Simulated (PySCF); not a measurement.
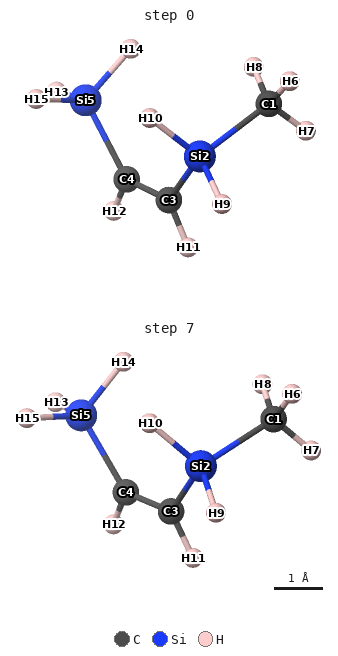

The structure of C3H10Si2 before (top) and after (bottom) a relaxation, at one scale.

Style: ball-and-stick. Shown at a tilt.

The start comes from GFN2-xTB.

These are results of PySCF, PBE0-D3(BJ)/def2-SVP geometry optimisation, gas phase, not measurements. 

Summarise the run.

H14 moves most after the best rigid fit: 0.26 Å. By element the largest moves are H 0.26 Å, Si 0.11 Å, C 0.11 Å. Among the contacts that change: Si2–H10 1.468 → 1.497 Å, Si5–H13 1.467 → 1.495 Å, C1–Si2 1.901 → 1.880 Å, C1–H6 1.086 → 1.101 Å. Over 7 geometry steps the energy falls by 1.94 kcal/mol. The largest force component goes from 0.67 to 0.0093 eV/Å.
